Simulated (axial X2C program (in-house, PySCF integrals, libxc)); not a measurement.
# Run report: INa, relativistic diatomic calculation

System: INa, single determinant with Ω = 0.
Method: r2SCAN0, two-component X2C with atomic mean-field Coulomb and Gaunt terms, I dyall-v3z, Na dyall-v3z (cores contracted) (axial X2C program (in-house, PySCF integrals, libxc)).

### Input
```
{"zs": [53, 11], "q": 0, "bas": ["dyall-v3z", "dyall-v3z"], "levels": ["PBE0", "HF", "r2SCAN0", "TPSSh"], "cc": false, "r0": 2.88, "npts": 10, "nst": 2, "ntry": 6, "opt": {"maxit": 5}}
```

The line is the task of a batch: nuclear charges, charge, bases, the levels to run, a first guess of the distance and further settings. This report covers r2SCAN0 with spin-orbit coupling. The log is that of the reference distance 2.723 Å.

Hardware: 1 thread of Arm Neoverse N1, 98 GiB of memory available, shared host.

Launched within a batch (the task file carries these settings):
```bash
python <driver script> task.json out
```

### The program's output
```
two-component X2C + atomic mean field  r2SCAN0
basis functions 161  fitting functions 849  grid points 5084
iter        total energy     max residual
   1      -7275.238505937     1.27e-01
   2      -7275.241310989     3.14e-03
   3      -7275.241346740     3.54e-03
   4      -7275.241362564     2.82e-04
   5      -7275.241362739     6.77e-05
   6      -7275.241362813     1.77e-05
   7      -7275.241362814     1.08e-05
converged
one-electron -10204.48263430  Coulomb 3017.97432574  exact exchange -48.58874211  xc functional -149.09966789  nuclear repulsion 113.29794857  atomic mean-field constant -4.34259283
```

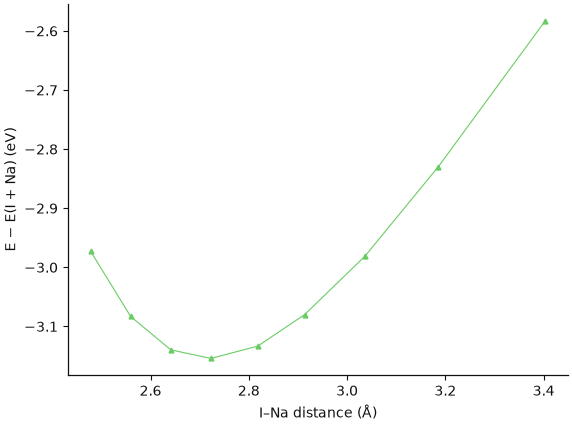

**Figure 1.** Energy at 9 bond lengths, for one set of occupations held fixed; the line joins the points. A polynomial of degree 6 through 8 points gives rₑ = 2.718 Å, ωₑ = 258.4 cm⁻¹, ωₑxₑ = 0.98 cm⁻¹ and Bₑ = 0.1173 cm⁻¹. The minimum lies 3.15 eV below I + Na, each computed as one determinant at the same level. 1 further points did not converge.

### What the run reported

- outcome: converged
- bond length rₑ: 2.718 Å
- ωₑ: 258.4 cm⁻¹
- energy at the minimum: −7275.24138 hartree
- depth below the fragments: 3.15 eV
- wall time: 13 s
- peak memory: 0.33 GiB

### What is odd here

This input holds a deliberate oddity: few iterations (maxit = 5.0). The program ran to the end. Its numbers are those of the input as typed; this run alone doesn't show how far the oddity moves them. Caveats: some points did not converge.
